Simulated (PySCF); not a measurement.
# NMR shielding calculation of C₇H₁₂BP

System: C₇H₁₂BP.
Method: GIAO PBE0/pcSseg-1 NMR shielding, non-relativistic, gas phase (PySCF 2.14.0).

The geometry comes from this level: PBE0-D3(BJ)/def2-SVP. Figures and captions count atoms from 1; the log counts them from 0 in places.

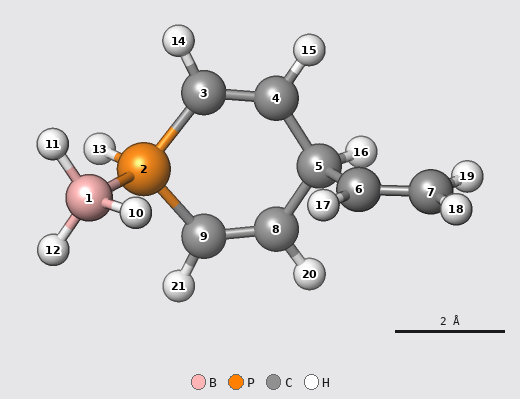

Figure 1. The structure as given in the input (ball-and-stick view, seen at a tilt; atoms are numbered from 1 in the order of the input). Bond lengths as drawn: B–H 1.22 Å, B–P 1.92 Å, C–C 1.33 to 1.51 Å, C–H 1.09 to 1.11 Å, C–P 1.80 Å and H–P 1.42 Å.

Summary

- outcome: converged
- total energy: −639.541823 hartree
- HOMO: −7.59 eV
- LUMO: −1.26 eV
- dipole moment: 5.51 D
- isotropic shielding, B: 145.8 ppm
- isotropic shielding, P: 377.4 ppm
- isotropic shielding, C: 33.2 to 134.9 ppm
- isotropic shielding, H: 24.7 to 30.4 ppm
- hardware: 1 CPU thread, shared host
- wall time: 50 s
- peak memory: 1.1 GiB

The input
```
{"job": {"kind": "nmr", "xc": "PBE0", "basis": "pcSseg-1"}, "charge": 0, "multiplicity": 1}
B     -2.874929    -0.861196     0.972878
P     -1.847035    -0.478563    -0.597600
C     -1.148927     1.175419    -0.715281
C      0.166721     1.413336    -0.685544
C      1.263273     0.389213    -0.592676
C      1.916045     0.482523     0.770354
C      3.186667     0.824072     0.980874
C      0.849823    -1.033623    -0.845869
C     -0.399845    -1.507549    -0.885824
H     -2.082391    -0.691254     1.888291
H     -3.790601    -0.050596     0.937575
H     -3.232014    -2.021514     0.822616
H     -2.585955    -0.610511    -1.805178
H     -1.858985     2.007688    -0.739360
H      0.513915     2.452686    -0.688768
H      2.035473     0.653804    -1.338319
H      1.257370     0.243547     1.613968
H      3.599119     0.874109     1.991685
H      3.861097     1.066001     0.152764
H      1.682556    -1.735240    -0.967295
H     -0.579192    -2.576353    -1.036796
```

The first line tells a small driver script what to run in PySCF; the rest is the geometry in Å.

Launched with:
```bash
OMP_NUM_THREADS=1 python <driver script> task.json out
```

What the program printed
```
coarse grid: 17752 points
cycle   1  E = -639.4120525980  dE =  1.117e+00  |g| = 4.808e-01  |ddm| = 4.173e+00
cycle   2  E = -639.4217028705  dE = -9.650e-03  |g| = 4.535e-01  |ddm| = 1.193e+00
cycle   3  E = -639.4852083856  dE = -6.351e-02  |g| = 4.273e-02  |ddm| = 5.870e-01
cycle   4  E = -639.4853043086  dE = -9.592e-05  |g| = 3.904e-02  |ddm| = 7.005e-02
cycle   5  E = -639.4856844878  dE = -3.802e-04  |g| = 9.343e-03  |ddm| = 4.039e-02
cycle   6  E = -639.4857082476  dE = -2.376e-05  |g| = 2.054e-03  |ddm| = 1.353e-02
cycle   7  E = -639.4857092205  dE = -9.729e-07  |g| = 7.642e-04  |ddm| = 2.735e-03
final grid: 166056 points
cycle   8  E = -639.5418042709  dE = -4.301e-05  |g| = 8.318e-03  |ddm| = 4.099e-02
cycle   9  E = -639.5417993510  dE =  4.920e-06  |g| = 9.401e-03  |ddm| = 1.786e-02
cycle  10  E = -639.5418224408  dE = -2.309e-05  |g| = 1.906e-03  |ddm| = 1.092e-02
cycle  11  E = -639.5418233941  dE = -9.533e-07  |g| = 3.294e-04  |ddm| = 1.864e-03
cycle  12  E = -639.5418234180  dE = -2.395e-08  |g| = 1.259e-04  |ddm| = 4.205e-04
cycle  13  E = -639.5418234220  dE = -3.901e-09  |g| = 3.959e-05  |ddm| = 1.731e-04
cycle  14  E = -639.5418234224  dE = -4.284e-10  |g| = 1.143e-05  |ddm| = 5.482e-05
```

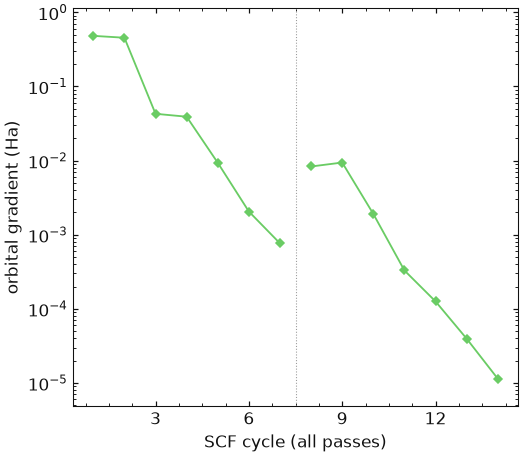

Figure 2. Convergence of the self-consistent field: orbital gradient against the SCF cycle. The dotted line marks the change from a coarse to the final integration grid. The first 7 cycles use a coarse grid, the final grid takes over at cycle 8, and the field converges after 14 cycles in all.

```
converged SCF energy = -639.5418234224

GIAO shielding tensors (ppm)
atom      isotropic    diamagn.    paramagn.     s11        s22        s33       span
  0 B      145.839     188.991     -43.151    140.604    145.309    151.605     11.001
  1 P      377.370     966.847    -589.477    306.880    356.201    469.029    162.149
  2 C       61.158     264.508    -203.351    -46.494     66.724    163.243    209.737
  3 C       33.166     254.733    -221.568    -88.372     33.905    153.964    242.336
  4 C      134.946     248.681    -113.735    110.833    129.838    164.166     53.333
  5 C       37.918     257.531    -219.613    -84.195     58.261    139.688    223.883
  6 C       58.536     253.549    -195.012    -52.978     75.318    153.268    206.246
  7 C       33.187     254.720    -221.533    -88.475     33.949    154.089    242.564
  8 C       61.191     264.494    -203.303    -46.413     66.795    163.191    209.604
  9 H       30.396      28.450       1.946     26.887     30.118     34.184      7.296
 10 H       30.093      27.922       2.171     27.028     28.566     34.684      7.656
 11 H       30.095      27.926       2.168     27.024     28.580     34.681      7.657
 12 H       25.494      28.310      -2.815     22.346     22.387     31.750      9.405
 13 H       25.204      30.911      -5.707     22.846     25.753     27.013      4.167
 14 H       24.747      31.416      -6.669     22.161     24.384     27.696      5.536
 15 H       27.881      33.012      -5.131     25.797     25.935     31.911      6.114
 16 H       25.721      32.372      -6.651     23.438     23.641     30.084      6.645
 17 H       25.869      28.467      -2.598     23.016     24.682     29.908      6.892
 18 H       25.767      30.173      -4.406     22.102     25.258     29.941      7.839
 19 H       24.746      31.410      -6.664     22.161     24.381     27.696      5.535
 20 H       25.209      30.902      -5.693     22.850     25.764     27.013      4.163
```

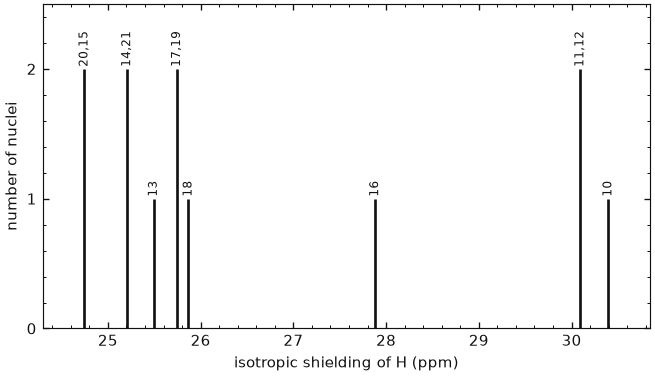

Figure 3. Isotropic shieldings of the hydrogen nuclei in this fixed geometry, labelled by atom number; shielding grows to the right, so chemical shift grows to the left. The least shielded is H20 (24.7 ppm), the most shielded H10 (30.4 ppm).

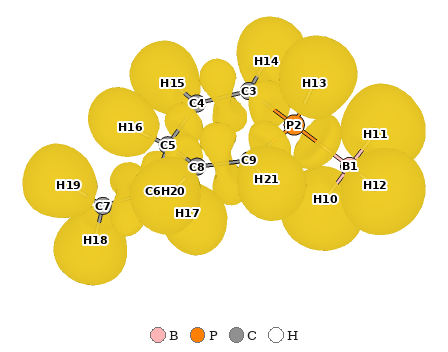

Figure 4. Isosurface of the ELF at 0.75 (yellow), seen at an oblique angle. Only the valence region is drawn (cores and ρ < 0.01 e/Å³ removed). Profiles from the grid: C–C (1.33 Å): the ELF peaks at about 0.95 between the atoms; a double or triple bond.

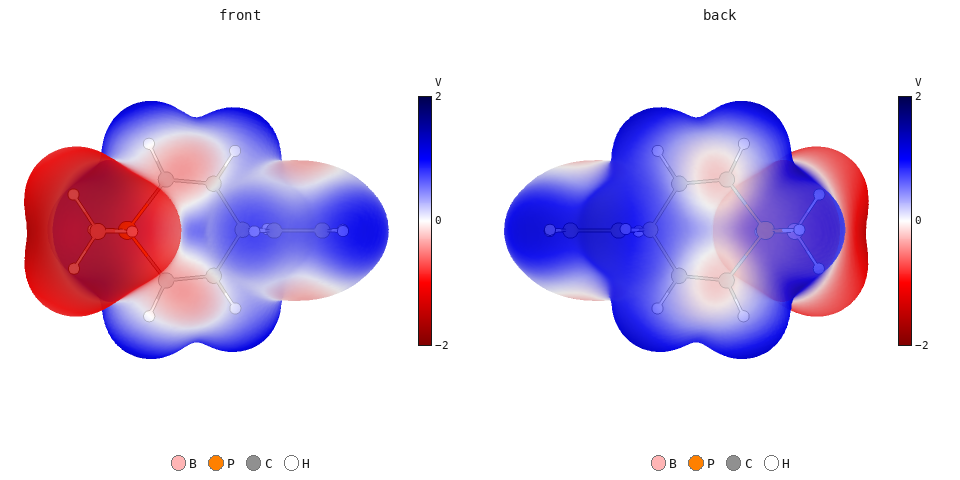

Figure 5. The electrostatic potential painted on the density surface at 0.002 e/bohr³, seen face on and from behind; red is negative and blue positive. Its dipole moment is 5.51 D.

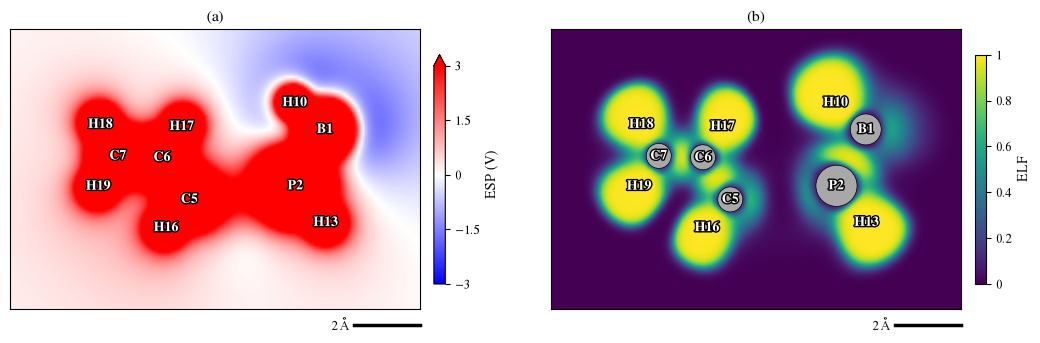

Figure 6. (a) electrostatic potential; (b) electron localisation function on the plane of atoms H18, C7 and H19. Grey discs, where drawn, cover atomic cores. C–C (1.33 Å): the ELF peaks at about 0.95 between the atoms; a multiple bond by its length, whose ELF region spreads away from the axis. C–C (1.51 Å): the ELF peaks at about 0.95 between the atoms, which marks a shared electron pair. B–H (1.22 Å): the ELF climbs to about 1 towards the hydrogen (a covalent bond by its length).
